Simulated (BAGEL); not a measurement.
# C2H6O3S (dimethyl sulfite) at HF/6-31G(d) (density fitting with cc-pvqz-jkfit, spherical functions)

What is the energy change on altering one bond length of C2H6O3S (dimethyl sulfite) at HF/6-31G* (density fitting with cc-pvqz-jkfit, spherical functions)? 

Program for the calculation: BAGEL 1.2.2.

2 further runs of the same task are left out: 2 set aside as unsound or not needed. Runs told in other sessions of the task aren't counted.

### 1 The structure to begin with

C2H6O3S has 12 atoms, charge 0, and is taken as a singlet. As SMILES, `COS(=O)OC`. The shape is that of a PBE0-D4/def2-TZVP optimisation. This is one conformer, not always the lowest.

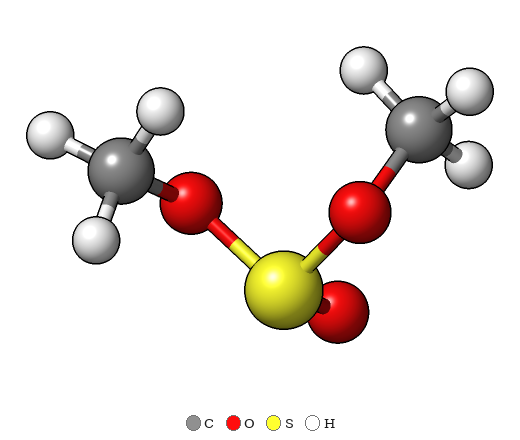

The structure, seen from a chosen angle (carbon grey, oxygen red, sulfur yellow, hydrogen white).

### 2 A single-point energy at HF/6-31G(d) (density fitting with cc-pvqz-jkfit, spherical functions)

input.json reads:

```json
{ "bagel": [

{
  "title": "molecule",
  "basis": "6-31gs.json",
  "df_basis": "cc-pvqz-jkfit",
  "angstrom": true,
  "geometry": [
    { "atom": "C", "xyz": [      -1.140150,      -1.448190,       0.686670 ] },
    { "atom": "O", "xyz": [      -0.338820,      -1.161560,      -0.455050 ] },
    { "atom": "S", "xyz": [       1.199130,      -0.739170,      -0.113760 ] },
    { "atom": "O", "xyz": [       1.781070,      -0.580910,      -1.422670 ] },
    { "atom": "O", "xyz": [       0.939620,       0.723290,       0.515360 ] },
    { "atom": "C", "xyz": [       0.489430,       1.751500,      -0.374670 ] },
    { "atom": "H", "xyz": [      -2.002510,      -2.005860,       0.325640 ] },
    { "atom": "H", "xyz": [      -1.471570,      -0.526130,       1.170270 ] },
    { "atom": "H", "xyz": [      -0.594160,      -2.058900,       1.412250 ] },
    { "atom": "H", "xyz": [       1.184730,       1.864290,      -1.206450 ] },
    { "atom": "H", "xyz": [      -0.506220,       1.519170,      -0.756880 ] },
    { "atom": "H", "xyz": [       0.459460,       2.662460,       0.219290 ] }
  ]
},

{
  "title": "hf"
},

{
  "title": "print",
  "file": "orbitals.molden",
  "orbitals": true
}

]}
```

The basis set 6-31G* is read from a file made from the Basis Set Exchange's data (not shown).

On the command line:

```
$ BAGEL_NUM_THREADS=1 BAGEL input.json > input.out
```

What it wrote:

```text
* using 1 threads per process

  ===============================================================
  ===============================================================

  *** Geometry ***

  { "atom" : "C", "xyz" : [     -2.154571,     -2.736682,      1.297618 ] },
  { "atom" : "O", "xyz" : [     -0.640277,     -2.195030,     -0.859920 ] },
  { "atom" : "S", "xyz" : [      2.266027,     -1.396829,     -0.214975 ] },
  { "atom" : "O", "xyz" : [      3.365735,     -1.097761,     -2.688457 ] },
  { "atom" : "O", "xyz" : [      1.775624,      1.366820,      0.973889 ] },
  { "atom" : "C", "xyz" : [      0.924889,      3.309855,     -0.708024 ] },
  { "atom" : "H", "xyz" : [     -3.784195,     -3.790526,      0.615370 ] },
  { "atom" : "H", "xyz" : [     -2.780864,     -0.994242,      2.211490 ] },
  { "atom" : "H", "xyz" : [     -1.122800,     -3.890757,      2.668766 ] },
  { "atom" : "H", "xyz" : [      2.238815,      3.522998,     -2.279860 ] },
  { "atom" : "H", "xyz" : [     -0.956617,      2.870815,     -1.430296 ] },
  { "atom" : "H", "xyz" : [      0.868254,      5.031320,      0.414398 ] },

  Number of auxiliary basis functions:      984

  Since a DF basis is specified, we compute 2- and 3-index integrals:
    o Being stored without compression. Storage requirement is 0.079 GB

  Number of basis functions:      100
  Number of electrons      :       58

    * METHOD: MOLECULE                             1.50

  *** RHF ***

  === Nuclear Repulsion ===
   353.4320532807

      * DIIS with orbital gradients will be used.

  === RHF iteration (6-31gs.json) ===
      0       -700.90073509          0.02017263           0.39
      1       -701.09168981          0.01405974           0.39
      2       -701.23147719          0.00162214           0.39
      3       -701.23382781          0.00082448           0.39
      4       -701.23443786          0.00013612           0.39
      5       -701.23447625          0.00004351           0.38
      6       -701.23448147          0.00001769           0.39
      7       -701.23448228          0.00000475           0.39
      8       -701.23448233          0.00000169           0.39
      9       -701.23448233          0.00000079           0.39
     10       -701.23448233          0.00000028           0.39
     11       -701.23448233          0.00000012           0.39
     12       -701.23448233          0.00000004           0.38
     13       -701.23448233          0.00000002           0.39
     14       -701.23448233          0.00000001           0.39
    * SCF iteration converged.

    * Permanent dipole moment:
           (    1.016524,    -0.289177,    -1.048241) a.u.

    * METHOD: HF                                   6.45

    * METHOD: PRINT                                0.02

  ===============================================================
```

It took 8.4 s on 1 thread of Arm Neoverse V2, shared host; peak memory 0.27 GiB.

### 3 The distorted shape at the same level

hf.json reads:

```json
{ "bagel": [

{
  "title": "molecule",
  "basis": "6-31gs.json",
  "df_basis": "cc-pvqz-jkfit",
  "angstrom": "true",
  "geometry": [
    { "atom": "C", "xyz": [   -1.576953,   -0.959609,    0.106191 ] },
    { "atom": "O", "xyz": [   -0.775623,   -0.672979,   -1.035529 ] },
    { "atom": "S", "xyz": [    0.762327,   -0.250589,   -0.694239 ] },
    { "atom": "O", "xyz": [    1.344267,   -0.092329,   -2.003149 ] },
    { "atom": "O", "xyz": [    0.502817,    1.211871,   -0.065119 ] },
    { "atom": "C", "xyz": [    0.052627,    2.240081,   -0.955149 ] },
    { "atom": "H", "xyz": [   -2.439313,   -1.517279,   -0.254839 ] },
    { "atom": "H", "xyz": [   -1.908373,   -0.037549,    0.589791 ] },
    { "atom": "H", "xyz": [   -0.594160,   -2.058900,    1.412250 ] },
    { "atom": "H", "xyz": [    0.747927,    2.352871,   -1.786929 ] },
    { "atom": "H", "xyz": [   -0.943023,    2.007751,   -1.337359 ] },
    { "atom": "H", "xyz": [    0.022657,    3.151041,   -0.361189 ] }
  ]
},
{
  "title": "hf"
},
{
  "title": "print",
  "file": "orbitals.molden",
  "orbitals": "true"
}

]}
```

The basis set 6-31G* is read from a file made from the Basis Set Exchange's data (not shown).

On the command line:

```
$ BAGEL_NUM_THREADS=1 BAGEL hf.json > hf.out
```

What it wrote:

```text
* using 1 threads per process

  ===============================================================
  ===============================================================

  *** Geometry ***

  { "atom" : "C", "xyz" : [     -2.980009,     -1.813398,      0.200672 ] },
  { "atom" : "O", "xyz" : [     -1.465715,     -1.271746,     -1.956866 ] },
  { "atom" : "S", "xyz" : [      1.440589,     -0.473545,     -1.311922 ] },
  { "atom" : "O", "xyz" : [      2.540296,     -0.174477,     -3.785403 ] },
  { "atom" : "O", "xyz" : [      0.950186,      2.290104,     -0.123057 ] },
  { "atom" : "C", "xyz" : [      0.099451,      4.233140,     -1.804970 ] },
  { "atom" : "H", "xyz" : [     -4.609634,     -2.867242,     -0.481576 ] },
  { "atom" : "H", "xyz" : [     -3.606302,     -0.070957,      1.114543 ] },
  { "atom" : "H", "xyz" : [     -1.122800,     -3.890757,      2.668766 ] },
  { "atom" : "H", "xyz" : [      1.413377,      4.446282,     -3.376806 ] },
  { "atom" : "H", "xyz" : [     -1.782055,      3.794100,     -2.527242 ] },
  { "atom" : "H", "xyz" : [      0.042816,      5.954605,     -0.682548 ] },

  Number of auxiliary basis functions:      984

  Since a DF basis is specified, we compute 2- and 3-index integrals:
    o Being stored without compression. Storage requirement is 0.079 GB

  Number of basis functions:      100
  Number of electrons      :       58

    * METHOD: MOLECULE                             1.54

  *** RHF ***

  === Nuclear Repulsion ===
   350.6584508871

      * DIIS with orbital gradients will be used.

  === RHF iteration (6-31gs.json) ===
      0       -700.75246668          0.02010541           0.40
      1       -700.94281044          0.01421390           0.39
      2       -701.08637224          0.00163899           0.40
      3       -701.08903723          0.00083215           0.39
      4       -701.08966891          0.00016005           0.40
      5       -701.08972054          0.00004804           0.39
      6       -701.08972648          0.00001748           0.39
      7       -701.08972703          0.00000725           0.39
      8       -701.08972710          0.00000238           0.39
      9       -701.08972711          0.00000108           0.39
     10       -701.08972711          0.00000046           0.39
     11       -701.08972711          0.00000020           0.39
     12       -701.08972711          0.00000008           0.39
     13       -701.08972711          0.00000004           0.39
     14       -701.08972711          0.00000002           0.39
     15       -701.08972711          0.00000001           0.40
    * SCF iteration converged.

    * Permanent dipole moment:
           (    1.136806,    -0.627217,    -0.674457) a.u.

    * METHOD: HF                                   6.93

    * METHOD: PRINT                                0.02

  ===============================================================
```

It took 8.7 s on 1 thread of Arm Neoverse V2, shared host; peak memory 0.27 GiB.

### 4 What came out

At HF/6-31G* (density fitting with cc-pvqz-jkfit, spherical functions):

```
                                                         quantity          value
                                        first shape: total energy  -701.23448 Eh
                                       first shape: dipole moment         3.78 D
                                         first shape: HOMO energy      -11.25 eV
                                         first shape: LUMO energy        4.91 eV
                                       first shape: HOMO–LUMO gap       16.16 eV
                                    distorted shape: total energy  -701.08973 Eh
                                   distorted shape: dipole moment         3.72 D
                                     distorted shape: HOMO energy      -10.69 eV
                                     distorted shape: LUMO energy        1.81 eV
                                   distorted shape: HOMO–LUMO gap       12.50 eV
energy change with the C1–H9 bond stretched from 1.094 to 1.970 Å       3.939 eV
```

**Reading.** With the C1–H9 bond stretched from 1.094 to 1.970 Å the energy rises by 3.94 eV (91 kcal/mol). The first shape isn't relaxed at this level, so the change isn't measured from a minimum. A restricted reference can't describe the breaking bond well at this length.
